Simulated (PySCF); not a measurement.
**C4H5NP, charge −1, SMILES `[PH-]n1cccc1`: what the electrons do**

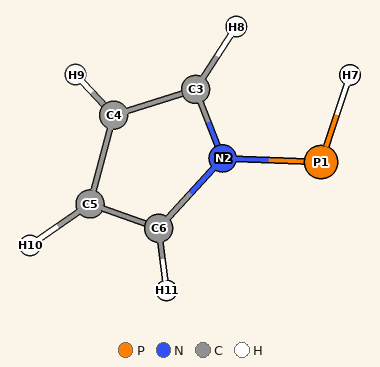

The molecule, with its atoms numbered as below. No frequency check shows the geometry to be a minimum.

Cartesian coordinates (Å):

```
P1      -2.0123    0.0894    0.0000
N2      -0.2663    0.0057    0.0000
C3       0.5229   -1.0956    0.0000
C4       1.8436   -0.7080    0.0000
C5       1.8531    0.6938    0.0000
C6       0.5377    1.0974    0.0000
H7      -2.1223   -1.2849    0.0000
H8       0.0953   -2.0826    0.0000
H9       2.6990   -1.3628    0.0000
H10      2.7175    1.3369    0.0000
H11      0.1152    2.0860    0.0000
```

### 1. Bonding charge

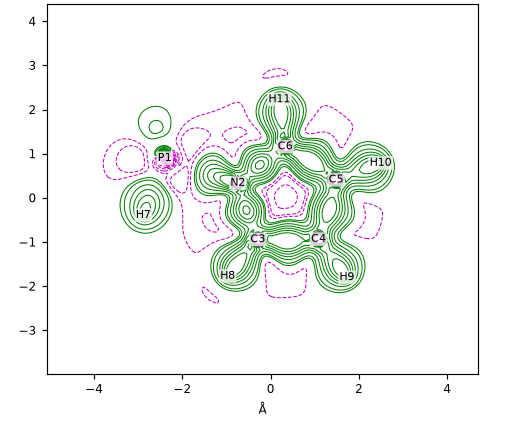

Deformation density (molecule less spherical, spin-averaged free atoms) in the molecular plane; contours at ±0.05 to ±0.8 e/Å³; solid green lines: gain, dashed magenta lines: loss.

Computed with PySCF, HF/6-31+G*, geometry: GFN2-xTB. This is a single-reference result, which may miss multireference character in this system.

Question: Describe the bonding that the map shows.

Answer: The five largest and four smallest: C3–C4: +0.77 e/Å³ at the bond critical point (bond length 1.38 Å). C5–C6: +0.77 e/Å³ at the bond critical point (bond length 1.38 Å). C6–H11: +0.71 e/Å³ at the bond critical point (bond length 1.07 Å). C3–H8: +0.71 e/Å³ at the bond critical point (bond length 1.08 Å). C4–C5: +0.71 e/Å³ at the bond critical point (bond length 1.40 Å). N2–C6: +0.44 e/Å³ at the bond critical point (bond length 1.36 Å). N2–C3: +0.43 e/Å³ at the bond critical point (bond length 1.35 Å). P1–H7: +0.20 e/Å³ at the bond critical point (bond length 1.38 Å). P1–N2: −0.03 e/Å³ at the bond critical point (bond length 1.75 Å); up to 0.6 Å beside the axis the gain reaches +0.48 e/Å³. In all, 3.4 electrons gather in the regions of gain relative to the promolecule of neutral atoms (this includes the anion's extra charge). A small or negative value marks a very polar bond, one between electron-rich atoms, whose free-atom densities already overlap strongly, a long bond to a heavier atom, or a closed-shell contact such as a hydrogen bond.

Question: Where do the Hirshfeld charges lie?

Answer: The highest Hirshfeld charge is on H11 (+0.05 e), the lowest on P1 (−0.46 e).

```csv
atom,charge (e)
P1,−0.46
N2,−0.18
C3,−0.07
C4,−0.17
C5,−0.17
C6,−0.07
H7,−0.07
H8,+0.05
H9,+0.03
H10,+0.03
H11,+0.05
```

### 2. Electrostatic potential

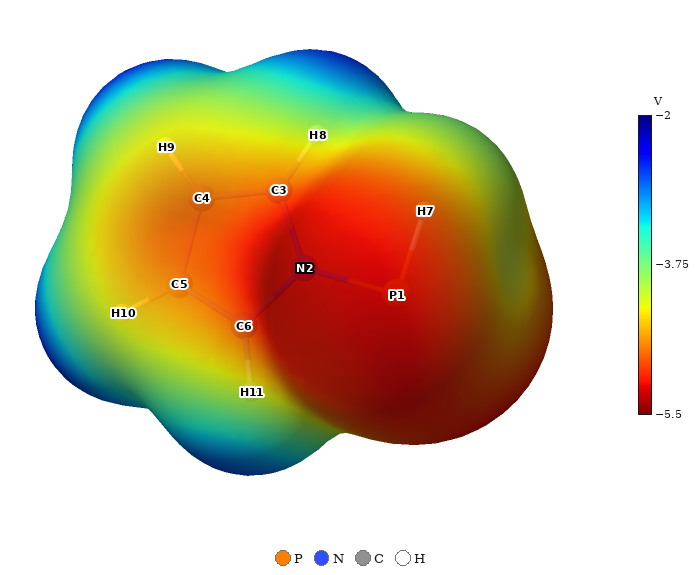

Electrostatic potential on the surface of electron density 0.001 a.u.

Question: Where are the extremes of the potential on the surface?

Answer: Highest: −2.38 V, 1.3 Å from H9. Further maxima include −2.71 V, 1.3 Å from H11. Lowest: −5.38 V, off the P1–N2 bond (2.6 Å from its atoms), and at like points elsewhere. The surface is sampled at points, so like sites can differ by a few per cent and only the strongest of them is named.

Question: What volume does the surface enclose?

Answer: About 146 Å³.

### 3. Localised orbitals

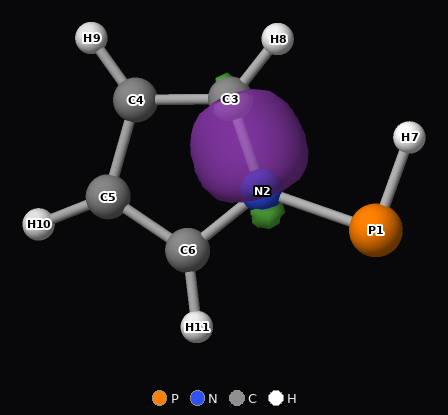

Foster–Boys orbitals, occupied; each surface holds about 80 % of the orbital's density. Energies are diagonal elements of the Fock matrix.

PySCF calculation, PBE0/def2-SVPD, gas phase; geometry: GFN2-xTB.

Question: What does this orbital represent?

Answer: σ bond N2–C3 (N2 58 %, C3 40 %; −14.0 eV).

Question: How do all the valence pairs divide up?

Answer: 16 pairs: 9 σ bonds, 4 bent bonds, 2 lone pairs and 1 multicentre orbital.

### 4. Magnetic shielding

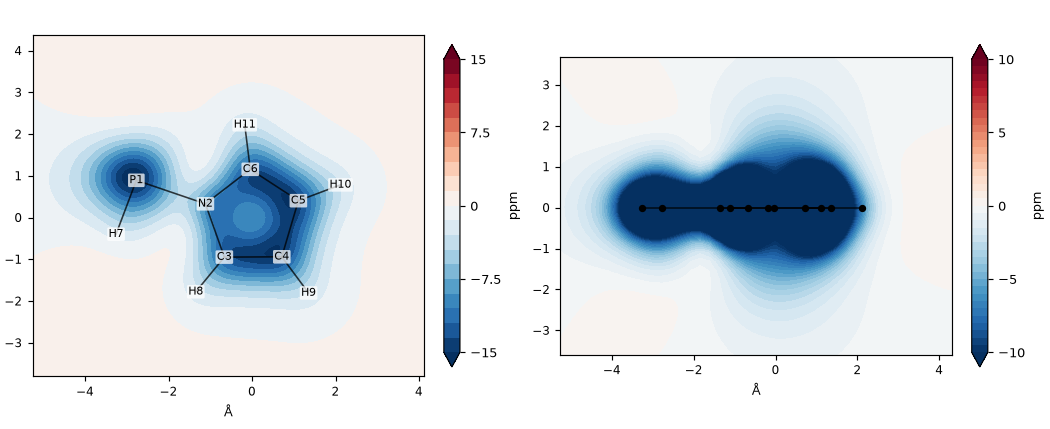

Isotropic NICS 1.0 Å above the plane of the 5-membered ring N2/C3/C4/C5/C6 (left) and isotropic NICS in a plane perpendicular to the same ring (right); GIAO shieldings; atoms are projected onto the map; negative values mean shielding.

Method: PBE/def2-SVP; geometry: GFN2-xTB; program: PySCF. The highest occupied Kohn–Sham orbital has positive energy, a self-interaction fault of such functionals for anions. The basis has no diffuse functions, which an anion needs.

Question: Is the ring aromatic by this magnetic criterion?

Answer: It is strongly diatropic (aromatic): NICS(0) = −12.4, NICS(1) = −9.1, NICS(1)zz = −26.0 ppm.

Question: What absolute proton shieldings does the same calculation give?

Answer: From 25.4 ppm (H8) to 26.6 ppm (H9).

The PySCF runs shown took 3.1 s, 35 s and 25 s on 1 thread of Arm Neoverse V1, on a shared host.
